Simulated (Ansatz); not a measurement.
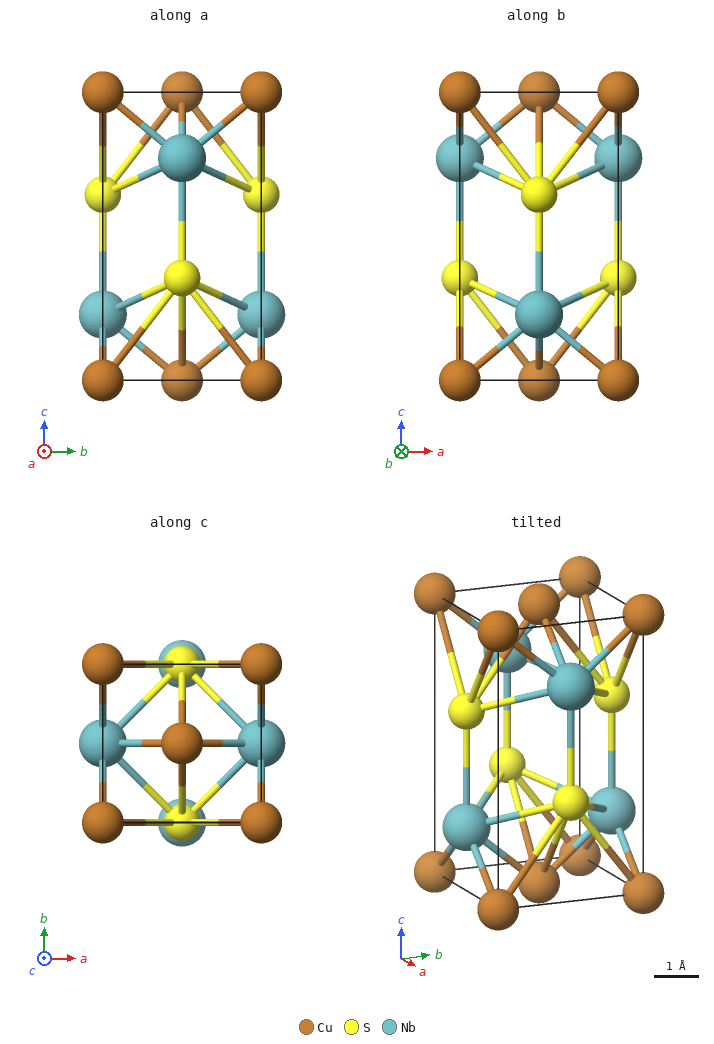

We look at a ball-and-stick model of the crystal along the a axis, along the b axis, along the c axis and slightly off an axis. The outline marks the conventional unit cell.

Lattice parameters: a = 3.628 Å, b = 3.628 Å, c = 6.599 Å, α = 90.00°, β = 90.00°, γ = 90.00°.

Give the atomic positions as a table of Wyckoff sites, with free fractional coordinates to two decimals.

Space group P4/nmm:1 (No. 129).
| atom | site | x | y | z |
| --- | --- | --- | --- | --- |
| Cu | 2a | 0.00 | 0.00 | 0.00 |
| S | 2c | 0.50 | 0.00 | 0.64 |
| Nb | 2c | 0.50 | 0.00 | 0.23 |

The geometry is that of a generated cell, made by putting these elements into a known structure type (the compound may or may not exist in this form), without relaxation. Ansatz was used for an electronic-structure calculation on it.

At this level of theory the cell isn't at rest (compressed, at 18 GPa and forces up to 6.4 eV/Å), so its distances can differ from those at equilibrium, the more so the softer the solid.
